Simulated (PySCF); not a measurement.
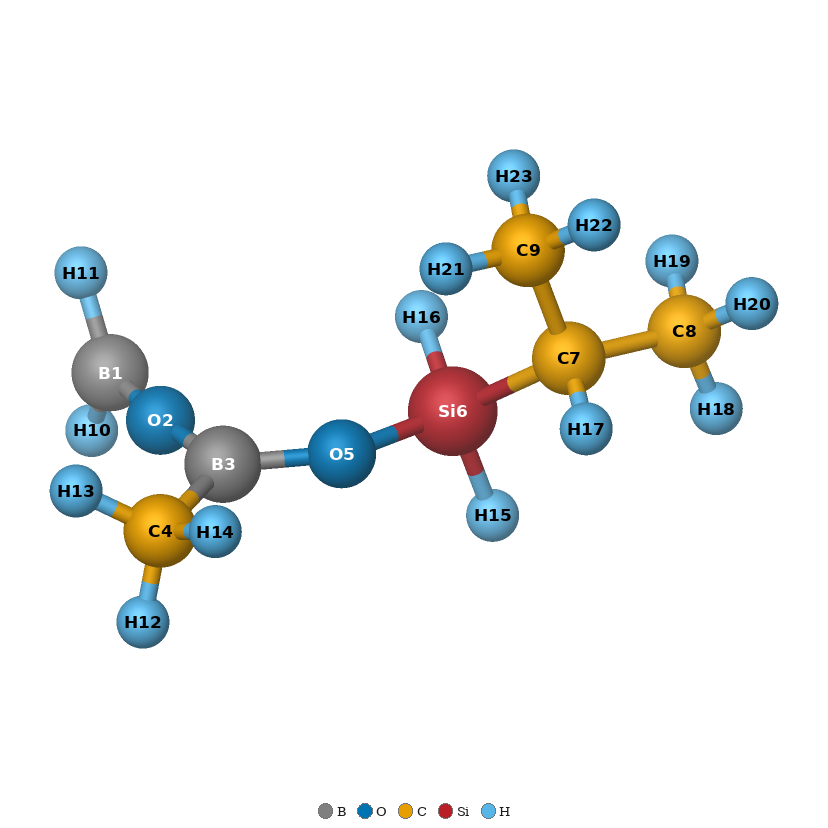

The computed structure is the end point of a GFN2-xTB optimisation. No frequency run is at hand to confirm it as a minimum. Electric field gradients from the ground-state density, PBE0/pcSseg-1 (PySCF 2.14.0), non-relativistic apart from any core potentials.

Give the largest field-gradient component, the quadrupole coupling constant and the asymmetry for 11B at B1 (Q = 40.59 mb), 17O at O2 (Q = −25.6 mb), 11B at B3 (Q = 40.59 mb), 17O at O5 (Q = −25.6 mb), 2H at H10 (Q = 2.86 mb), 2H at H11 (Q = 2.86 mb), 2H at H12 (Q = 2.86 mb), 2H at H13 (Q = 2.86 mb).

| atom | V_zz (a.u.) | e²qQ/h (MHz) | η |
| --- | --- | --- | --- |
| B1 | 0.475 | 4.53 | 0.40 |
| O2 | 0.872 | −5.25 | 0.57 |
| B3 | 0.336 | 3.21 | 0.61 |
| O5 | 0.989 | −5.95 | 0.45 |
| H10 | 0.227 | 0.152 | 0.06 |
| H11 | 0.226 | 0.152 | 0.06 |
| H12 | 0.323 | 0.217 | 0.01 |
| H13 | 0.323 | 0.217 | 0.01 |

The geometry is semi-empirical. Around B, Si such bond lengths and angles can be off by a tenth of an ångström or more and by several degrees, and values that hang on the shape move with them.
